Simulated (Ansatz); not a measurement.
# revPBE/aug-cc-pVTZ run of PH3 (phosphine)

What is the vertical singlet–triplet gap of PH3 (phosphine) at revPBE/aug-cc-pVTZ? 

Program for the calculation: Ansatz 0.2.0.

34 further runs of the same task are left out: 34 set aside as unsound or not needed.

## Step 1: The structure to begin with

PH3 has 4 atoms, charge 0, and is taken as a singlet. As SMILES, `P`. The coordinates come from a PBE0-D4/def2-TZVP relaxation.

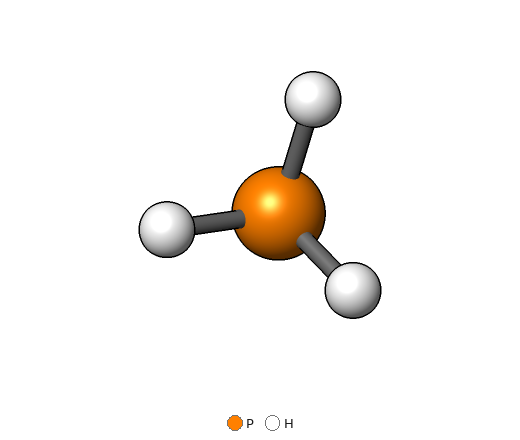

Viewed from a chosen angle; phosphorus orange, hydrogen white.

## Step 2: The energy at revPBE/aug-cc-pVTZ

molecule.yaml reads:

```yaml
crystal:
  periodic: [false, false, false]
  atoms:
    - {symbol: P, position_ang: [0.346000, -0.326500, -0.332800]}
    - {symbol: H, position_ang: [0.630900, -0.034000, 1.027000]}
    - {symbol: H, position_ang: [-1.005500, -0.663000, -0.057200]}
    - {symbol: H, position_ang: [0.028700, 1.023500, -0.636900]}
basis:
  gaussian:
    orbitals: aug-cc-pVTZ
hamiltonian:
  xc: {name: revPBE}
accuracy: high
output: {orbitals: {seedname: orbitals}}
```

On the command line:

```sh
ansatz run molecule.yaml --threads 1 --pin off --max-ram 3480MiB --events-out events.jsonl --progress --plain --runs-dir runs
```

The program printed:

```text
Warning: RAYON_NUM_THREADS=1 ignored (pool sized by the plan → 1); use --threads N
Functional definition: revPBE
  name "revPBE"
  parameter kappa = 1.245
  parameter beta = 0.06672455060314922
  exchange = pbe_x(kappa = kappa, mu = beta*pi^2/3)
  correlation = pbe_c(beta = beta)
1842 factors; integrals over basis functions are off by at most 3.1e-9 eV
mean field evaluation 1: about -9334.9342 eV, gradient 1.7e1 eV
mean field evaluation 2: about -9335.2935 eV, gradient 1.5e1 eV
mean field evaluation 4: about -9335.9741 eV, gradient 5.8e-1 eV
mean field evaluation 8: about -9335.9745 eV, gradient 4.5e-3 eV
mean field evaluation 16: about -9335.9745 eV, gradient 4.1e-7 eV
mean field -9335.97453715 eV, -343.0907360894 hartree, gradient 4.4e-8 eV, S^2 0.000000; 0 other end points of the search recorded, 0 dependent functions left out
reference -9335.97454413 eV, -343.0907363460 hartree; 9, 9 occupied and 110, 110 virtual orbitals, 1842 factors
Total energy: -9335.97454413 eV, -343.0907363460 hartree
```

Run time: 3.6 s. Hardware: 1 thread of Intel Xeon Platinum 8488C (Sapphire Rapids), shared host; peak memory 0.28 GiB.

## Step 3: The triplet at the same level

molecule.yaml: that of step 2 with these lines changed.

```diff
@@ -1 +1,4 @@
+basis:
+  gaussian:
+    orbitals: aug-cc-pVTZ
 crystal:
@@ -7,5 +10,5 @@
     - {symbol: H, position_ang: [0.028700, 1.023500, -0.636900]}
-basis:
-  gaussian:
-    orbitals: aug-cc-pVTZ
+magnetization:
+  spin_polarized: true
+  initial_magnetization: 2
 hamiltonian:
@@ -13,2 +16,3 @@
 accuracy: high
-output: {orbitals: {seedname: orbitals}}
+output:
+  orbitals: {seedname: orbitals}
```

On the command line:

```sh
ansatz run molecule.yaml --threads 1 --pin off --max-ram 3480MiB --events-out events.jsonl --progress --plain --runs-dir runs
```

The program printed, shortened:

```text
Warning: RAYON_NUM_THREADS=1 ignored (pool sized by the plan → 1); use --threads N
[... 2 set-up lines as earlier in the session ...]
[...]
1842 factors; integrals over basis functions are off by at most 3.1e-9 eV
[...]
mean field -9330.25822873 eV, -342.8806656296 hartree, gradient 1.3e-8 eV, S^2 2.005829; 12 other end points of the search recorded, 0 dependent functions left out
reference -9330.25823515 eV, -342.8806658657 hartree; 10, 8 occupied and 109, 111 virtual orbitals, 1842 factors
Total energy: -9330.25823515 eV, -342.8806658657 hartree
```

Wall time 24 s (1 thread of Intel Xeon Platinum 8488C (Sapphire Rapids), shared host); peak memory 0.35 GiB.

## Step 4: Results

At revPBE/aug-cc-pVTZ:

| quantity | value |
| --- | --- |
| singlet: total energy | -343.09074 Eh |
| singlet: HOMO energy | -6.70 eV |
| singlet: LUMO energy | -0.69 eV |
| singlet: HOMO–LUMO gap | 6.01 eV |
| triplet: total energy | -342.88067 Eh |
| triplet: HOMO energy (highest over α and β) | -1.63 eV |
| triplet: ⟨S²⟩ | 2.006 |
| vertical energy of the triplet above the singlet | 5.716 eV |

**Reading.** At this shape the triplet lies 5.72 eV (552 kJ/mol) above the singlet.
